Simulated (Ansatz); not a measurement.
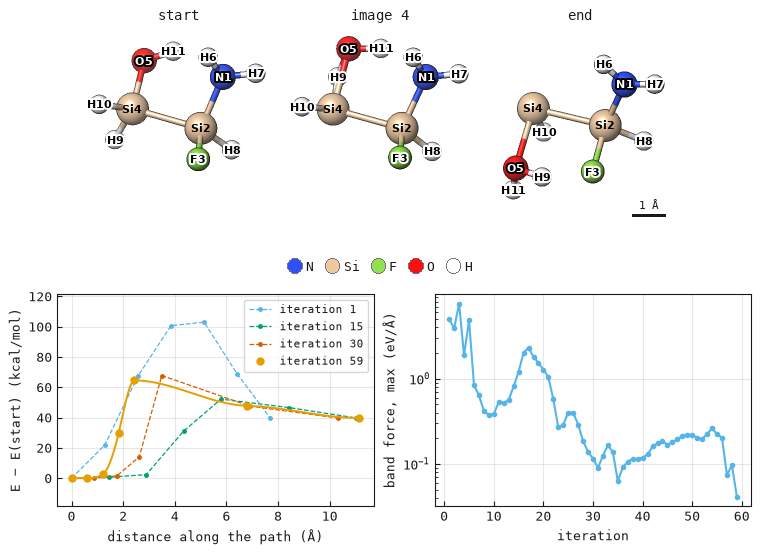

A nudged-elastic-band calculation for Si$_{2}$NH$_{6}$OF. Images are numbered from 0 (start) to 6 (end). The plot follows the band through its iterations. A ball-and-stick model, seen at a tilt.

All numbers below come from Ansatz 0.2.0, RKS BLYP-D4/def2-SVP. Set-up: 5 movable images; climbing image; force threshold 0.05 eV/Å; iteration limit 60; starting path by straight interpolation.

How did the profile develop, and is the result final?

Answer. The run is converged, with reservations. The band converged in 59 iterations. The largest component of the band force went from 4.9 to 0.041 eV/Å. The climbing image converged on the top of the path. Its curvatures weren't checked. The straight starting path can push atoms close together and costs iterations. The first iteration put the highest image at 103.1 kcal/mol. Forward barrier 64.6 kcal/mol, backward barrier 24.8 kcal/mol, with image 4 at the top; the reaction energy is +39.8 kcal/mol.
